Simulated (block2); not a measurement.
# C2H3F (SMILES C=CF): DMRG/ANO-RCC-MB

Aim: the vertical singlet–triplet gap of C2H3F at DMRG/ANO-RCC-MB, from 2 runs. 

The calculation is run with block2 0.5.4.

5 further runs of the same task are left out: 2 that didn't finish, 3 set aside as unsound or not needed.

### Step 1. Starting point

C2H3F: 6 atoms, total charge 0, spin state singlet. SMILES: `C=CF`. The shape is that of a PBE0-D4/def2-TZVP optimisation.

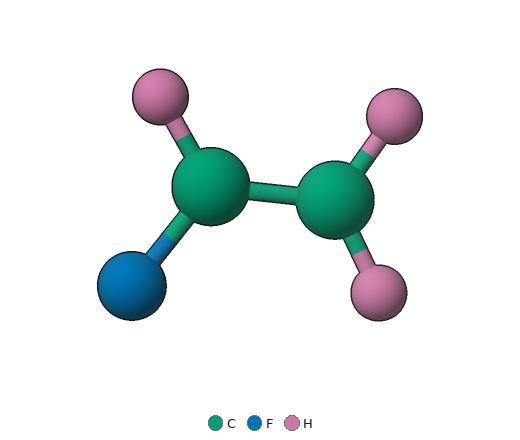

The structure, seen from a chosen angle (carbon teal, fluorine blue, hydrogen pink).

### Step 2. A single-point energy at DMRG/ANO-RCC-MB

File integrals.py:

```python
import numpy as np
from pyscf import ao2mo, cc, dft, gto, lo, mcscf, mp, scf
from pyscf.tools import fcidump

mol = gto.M(atom=[
    ("C", (-0.536200, 0.076400, -0.442800)),
    ("C", (0.490000, -0.016300, 0.376600)),
    ("F", (0.966200, -1.192400, 0.795500)),
    ("H", (-1.043900, -0.803300, -0.816600)),
    ("H", (-0.880200, 1.054100, -0.749700)),
    ("H", (1.046100, 0.817400, 0.790700)),
], basis="ano-rcc-mb", charge=0, verbose=3, max_memory=2000)
print("basis functions          = %d" % (mol.nao))
mf = scf.RHF(mol)
mf.conv_tol = 1e-10
mf.max_cycle = 200
mf.kernel()
if not mf.converged:
    mf = mf.newton().run(mf.mo_coeff, mf.mo_occ)
print("E(HF)                    = %.10f" % (mf.e_tot))
# MP2, CCSD and CCSD(T) with the same frozen core
ref = mf
pt = mp.MP2(ref, frozen=3).run()
mycc = cc.CCSD(ref, frozen=3)
mycc.max_cycle = 150
mycc.kernel()
print(f"E(MP2)                   = {pt.e_tot:.10f}")
if mycc.converged:
    print("E(CCSD)                  = %.10f" % (mycc.e_tot))
    print("CCSD(T) total energy     = %.10f" % (mycc.e_tot + mycc.ccsd_t()))
    print(f"T1                       = {mycc.get_t1_diagnostic():.4f}")
# a few density functionals on the same geometry and basis
ks = dft.RKS(mol, xc="pbe").set(conv_tol=1e-9, verbose=3).run()
if ks.converged:
    print(f"E(PBE)                   = {ks.e_tot:.8f}")
ks = dft.RKS(mol, xc="lda,vwn5").set(conv_tol=1e-9, verbose=3).run()
if ks.converged:
    print(f"E(SVWN5)                 = {ks.e_tot:.8f}")
ks = dft.RKS(mol, xc="camb3lyp").set(conv_tol=1e-9, verbose=3).run()
if ks.converged:
    print("E(CAM-B3LYP)             = %.8f" % (ks.e_tot))
ks = dft.RKS(mol, xc="tpss").set(conv_tol=1e-9, verbose=3).run()
if ks.converged:
    print(f"E(TPSS)                  = {ks.e_tot:.8f}")
# localise doubly occupied and virtual orbitals apart
mo = mf.mo_coeff.copy()
for a, b in ((3, 12), (12, 18)):
    if b - a > 1:
        mo[:, a:b] = lo.Boys(mol, mo[:, a:b]).kernel()
mf.mo_coeff = mo
# FCIDUMP for the DMRG program
cas = mcscf.CASCI(mf, 15, 18)
h1, ecore = cas.get_h1eff()
fcidump.from_integrals("FCIDUMP", h1, cas.get_h2eff(), 15, 18, nuc=ecore, ms=0)
```

File block.conf:

```
sym c1
orbitals FCIDUMP
nelec 18
spin 0
irrep 1
occ 2 2 2 2 2 2 2 2 2 0 0 0 0 0 0
cbias 0.2
schedule
0 112 1E-08 1E-04
3 150 1E-08 1E-05
6 150 1E-09 0.0
end
maxiter 12
sweep_tol 1E-06
gaopt default
mem 1g
num_thrds 1
prefix ./tmp
outputlevel 1
onepdm
```

On the command line:

```
$ python integrals.py && block2main block.conf
```

Output:

```text
$ python integrals.py
basis functions          = 18
converged SCF energy = -176.726599825461
E(HF)                    = -176.7265998255
E(RMP2) = -176.84774909626  E_corr = -0.121149270798998
E(SCS-RMP2) = -176.855940316548  E_corr = -0.129340491086527
E(CCSD) = -176.8813012028256  E_corr = -0.1547013773641719
E(MP2)                   = -176.8477490963
E(CCSD)                  = -176.8813012028
CCSD(T) correction = -0.00216290835966622
CCSD(T) total energy     = -176.8834641112
T1                       = 0.0070
converged SCF energy = -177.498818018637
E(PBE)                   = -177.49881802
converged SCF energy = -176.329328352327
E(SVWN5)                 = -176.32932835
converged SCF energy = -177.623115205351
E(CAM-B3LYP)             = -177.62311521
converged SCF energy = -177.716924520988
E(TPSS)                  = -177.71692452

$ block2main block.conf

[... 32 lines left out ...]
integral sym error =            0
[... 36 lines left out ...]
Final canonical form =  LLLLLLLLLLLLLLC 13
DMRG Energy = -176.884136472483590
[... 2 lines left out ...]
Build NPDM MPO | Nsites =    15 | Nmaxops =  2 | SymbolFree = T | Cutoff = 0.00e+00
 Site =     0 /    15 .. L =        4 R =        1 M =            0 Tmid = 0.000 T = 0.000
 Site =     1 /    15 .. L =        4 R =       29 M =           29 Tmid = 0.000 T = 0.000
 Site =     2 /    15 .. L =        4 R =       27 M =           27 Tmid = 0.000 T = 0.000
 Site =     3 /    15 .. L =        4 R =       25 M =           25 Tmid = 0.000 T = 0.000
 Site =     4 /    15 .. L =        4 R =       23 M =           23 Tmid = 0.000 T = 0.000
 Site =     5 /    15 .. L =        4 R =       21 M =           21 Tmid = 0.000 T = 0.000
 Site =     6 /    15 .. L =        4 R =       19 M =           19 Tmid = 0.000 T = 0.000
 Site =     7 /    15 .. L =        4 R =       17 M =           17 Tmid = 0.000 T = 0.000
 Site =     8 /    15 .. L =        4 R =       15 M =           15 Tmid = 0.000 T = 0.000
 Site =     9 /    15 .. L =        4 R =       13 M =           13 Tmid = 0.000 T = 0.000
 Site =    10 /    15 .. L =        4 R =       11 M =           11 Tmid = 0.000 T = 0.000
 Site =    11 /    15 .. L =        4 R =        9 M =            9 Tmid = 0.000 T = 0.000
 Site =    12 /    15 .. L =        4 R =        7 M =            7 Tmid = 0.000 T = 0.000
 Site =    13 /    15 .. L =        4 R =        5 M =            5 Tmid = 0.000 T = 0.000
 Site =    14 /    15 .. L =        1 R =        4 M =            4 Tmid = 0.000 T = 0.000
Ttotal =      0.000

Expectation | Direction = backward | BRA bond dimension =  150 | KET bond dimension =  150
Time elapsed =      0.202
NPDM Sorting | Nsites =    15 | Nmaxops =  2 | DotSite = 2 | SymbolFree = T | Compressed = T | LowMem = F | Mem = 1.76 KB
Ttotal =      0.000

DMRG OCC =   1.975 1.945 1.978 1.997 1.978 1.994 1.978 1.994 1.945 0.060 0.030 0.022 0.021 0.021 0.060
```

Run time: 57 s. Hardware: 1 thread of Arm Neoverse V1, shared host; peak memory 0.25 GiB.

### Step 3. The triplet: a single-point energy at DMRG/ANO-RCC-MB

File prepare.py:

```python
from pyscf import ao2mo, cc, dft, gto, mcscf, mp, scf
from pyscf.tools import fcidump

mol = gto.M(atom="""
C     -1.01327115     0.14437508    -0.83677073
C      0.92596580    -0.03080254     0.71167086
F      1.82585338    -2.25330943     1.50327713
H     -1.97268510    -1.51801700    -1.54315035
H     -1.66333693     1.99196031    -1.41672768
H      1.97684250     1.54466213     1.49420645
""", basis="ano-rcc-mb", unit="bohr", spin=2, verbose=3, max_memory=2000)
print("basis functions         : %d" % (mol.nao))
mf = scf.ROHF(mol)
mf.conv_tol = 1e-10
mf.max_cycle = 200
mf.kernel()
if not mf.converged:
    mf = mf.newton().run(mf.mo_coeff, mf.mo_occ)
print(f"SCF energy              : {mf.e_tot:.10f}")
# single-reference ladder for comparison
ref = scf.UHF(mol).run(mf.make_rdm1(), conv_tol=1e-10)
pt = mp.MP2(ref, frozen=3).run()
mycc = cc.CCSD(ref, frozen=3)
mycc.max_cycle = 150
mycc.kernel()
print(f"MP2 total energy        : {pt.e_tot:.10f}")
if mycc.converged:
    print(f"CCSD total energy       : {mycc.e_tot:.10f}")
    print(f"E(CCSD(T))              : {mycc.e_tot + mycc.ccsd_t():.10f}")
# a few density functionals on the same geometry and basis
ks = dft.UKS(mol, xc="pbe").set(conv_tol=1e-9, verbose=3).run(mf.make_rdm1())
if ks.converged:
    print("E(PBE)                  : %.8f" % (ks.e_tot))
ks = dft.UKS(mol, xc="lda,vwn5").set(conv_tol=1e-9, verbose=3).run(mf.make_rdm1())
if ks.converged:
    print(f"E(SVWN5)                : {ks.e_tot:.8f}")
ks = dft.UKS(mol, xc="camb3lyp").set(conv_tol=1e-9, verbose=3).run(mf.make_rdm1())
if ks.converged:
    print(f"E(CAM-B3LYP)            : {ks.e_tot:.8f}")
ks = dft.UKS(mol, xc="tpss").set(conv_tol=1e-9, verbose=3).run(mf.make_rdm1())
if ks.converged:
    print("E(TPSS)                 : %.8f" % (ks.e_tot))
# natural orbitals of MP2 give a compact matrix product state
occ_no, mo = mcscf.addons.make_natural_orbitals(mp.MP2(mf.to_uhf(), frozen=3).run())
mf.mo_coeff = mo
# FCIDUMP for the DMRG program
cas = mcscf.CASCI(mf, 15, 18)
h1, ecore = cas.get_h1eff()
fcidump.from_integrals("FCIDUMP", h1, cas.get_h2eff(), 15, 18, nuc=ecore, ms=2)
```

File dmrg.conf:

```
sym c1
orbitals FCIDUMP
nelec 18
spin 2
irrep 1
occ 2 2 2 2 2 2 2 2 1 1 0 0 0 0 0
cbias 0.3
schedule
0 150 1E-08 1E-04
2 225 1E-08 1E-04
4 300 1E-08 1E-05
7 300 1E-09 0.0
end
maxiter 13
sweep_tol 1E-06
fiedler
mem 1g
num_thrds 1
prefix ./tmp
outputlevel 1
onepdm
```

On the command line:

```
$ python prepare.py && block2main dmrg.conf
```

Output:

```text
$ python prepare.py
basis functions         : 18
converged SCF energy = -176.582017778799
SCF energy              : -176.5820177788
converged SCF energy = -176.587504350051  <S^2> = 2.0179243  2S+1 = 3.0119258
E(UMP2) = -176.664083923662  E_corr = -0.0765795736111085
E(SCS-UMP2) = -176.671221783854  E_corr = -0.0837174338030935
E(UCCSD) = -176.6954223173295  E_corr = -0.107917967278621
MP2 total energy        : -176.6640839237
CCSD total energy       : -176.6954223173
UCCSD(T) correction = -0.00154929891479328
E(CCSD(T))              : -176.6969716162

WARN: HOMO -0.115527141608022 >= LUMO -0.236691770502469

WARN: HOMO -0.058434542005835 >= LUMO -0.2121837059418

WARN: HOMO -0.0998769027068108 >= LUMO -0.234755651395472

WARN: HOMO -0.0995425959304466 >= LUMO -0.233602767171328

WARN: HOMO -0.100024888098423 >= LUMO -0.233924237286968

WARN: HOMO -0.100033738428178 >= LUMO -0.233892757808223

WARN: HOMO -0.100017373579853 >= LUMO -0.23386482482794

WARN: HOMO -0.100027162772539 >= LUMO -0.233873364188862

WARN: HOMO -0.10002574055708 >= LUMO -0.233871890037676

converged SCF energy = -177.319781976329  <S^2> = 2.0039763  2S+1 = 3.0026497
E(PBE)                  : -177.31978198

WARN: HOMO -0.112851801053302 >= LUMO -0.253190421859699

WARN: HOMO -0.0384823739586714 >= LUMO -0.215938326123799

[... 2 lines left out ...]
WARN: HOMO -0.0917435743485766 >= LUMO -0.248010206885589
[... 3 lines left out ...]
WARN: HOMO -0.0920737163159221 >= LUMO -0.248193885545181
[... 3 lines left out ...]
WARN: HOMO -0.092053928341534 >= LUMO -0.24816474091764
[... 3 lines left out ...]
converged SCF energy = -176.140903249071  <S^2> = 2.0030786  2S+1 = 3.0020517
[... 4 lines left out ...]
WARN: HOMO -0.123419343927003 >= LUMO -0.229853712476318
[... 3 lines left out ...]
WARN: HOMO -0.111703641465455 >= LUMO -0.228080594764521
[... 3 lines left out ...]
WARN: HOMO -0.111894624261204 >= LUMO -0.227385818579539
[... 3 lines left out ...]
WARN: HOMO -0.111891203029545 >= LUMO -0.227301140271379
[... 3 lines left out ...]
WARN: HOMO -0.111896657284214 >= LUMO -0.227308856310601
[... 41 lines left out ...]
integral sym error =            0
[... 43 lines left out ...]
DMRG Energy = -176.697394684353924
[... 2 lines left out ...]
Build NPDM MPO | Nsites =    15 | Nmaxops =  2 | SymbolFree = T | Cutoff = 0.00e+00
 Site =     0 /    15 .. L =        4 R =        1 M =            0 Tmid = 0.000 T = 0.000
 Site =     1 /    15 .. L =        4 R =       29 M =           29 Tmid = 0.000 T = 0.000
 Site =     2 /    15 .. L =        4 R =       27 M =           27 Tmid = 0.000 T = 0.000
 Site =     3 /    15 .. L =        4 R =       25 M =           25 Tmid = 0.000 T = 0.000
 Site =     4 /    15 .. L =        4 R =       23 M =           23 Tmid = 0.000 T = 0.000
 Site =     5 /    15 .. L =        4 R =       21 M =           21 Tmid = 0.000 T = 0.000
 Site =     6 /    15 .. L =        4 R =       19 M =           19 Tmid = 0.000 T = 0.000
 Site =     7 /    15 .. L =        4 R =       17 M =           17 Tmid = 0.000 T = 0.000
 Site =     8 /    15 .. L =        4 R =       15 M =           15 Tmid = 0.000 T = 0.000
 Site =     9 /    15 .. L =        4 R =       13 M =           13 Tmid = 0.000 T = 0.000
 Site =    10 /    15 .. L =        4 R =       11 M =           11 Tmid = 0.000 T = 0.000
 Site =    11 /    15 .. L =        4 R =        9 M =            9 Tmid = 0.000 T = 0.000
 Site =    12 /    15 .. L =        4 R =        7 M =            7 Tmid = 0.000 T = 0.000
 Site =    13 /    15 .. L =        4 R =        5 M =            5 Tmid = 0.000 T = 0.000
 Site =    14 /    15 .. L =        1 R =        4 M =            4 Tmid = 0.000 T = 0.000
Ttotal =      0.000

Expectation | Direction = backward | BRA bond dimension =  300 | KET bond dimension =  300
Time elapsed =      0.854
NPDM Sorting | Nsites =    15 | Nmaxops =  2 | DotSite = 2 | SymbolFree = T | Compressed = T | LowMem = F | Mem = 1.76 KB
Ttotal =      0.000

DMRG OCC =   1.999 1.998 1.985 1.985 1.977 1.979 1.977 1.968 1.018 0.997 0.036 0.025 0.024 0.018 0.014
```

Run time: 8.1 min. Hardware: 1 thread of Arm Neoverse V1, shared host; peak memory 0.52 GiB.

### Step 4. What came out

Level: DMRG/ANO-RCC-MB, 3 core orbitals frozen.

| quantity | value |
| --- | --- |
| run 1, DMRG/ANO-RCC-MB: total energy | -176.88414 Eh |
| run 1, DMRG/ANO-RCC-MB: T1 diagnostic of the CCSD step | 0.007 |
| triplet: total energy | -176.69739 Eh |
| vertical energy of the triplet above the singlet | 5.082 eV |

**Reading.** At this shape the triplet lies 5.08 eV (490 kJ/mol) above the singlet. In a minimal basis such a difference can be off by several eV, whatever the method. The basis (run 1, DMRG/ANO-RCC-MB) was made for a relativistic Hamiltonian, but the run is non-relativistic. The basis (triplet) was made for a relativistic Hamiltonian, but the run is non-relativistic.
